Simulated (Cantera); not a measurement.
Input: 1 mol Fe₃O₄, a varied amount of CO, 8.3 mol N₂, held at 725 °C and 0.000700 bar.

Cantera equilibrium calculation (NASA polynomials, part measured and part estimated; ideal gas, pure solids and liquids). Candidate condensed phases: C, Fe, Fe(CO)₅, FeO, Fe₂O₃, Fe₃O₄; 27 gas species. The tables' stoichiometric FeO is somewhat more stable than real wüstite, so its field is too wide. FeO: taken at fixed stoichiometry. Equilibrium is a limit: real reactors are often held back by kinetics, nucleation or transport.

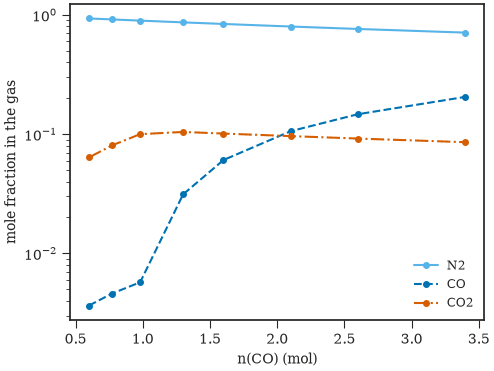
Figure. Equilibrium gas composition (values under 1e-9 drawn at 1e-9)

From 0.6 mol CO to 0.98 mol CO the condensed part is FeO(s) + Fe₃O₄(s). From 1.3 mol CO to 3.4 mol CO the condensed part is FeO(s).
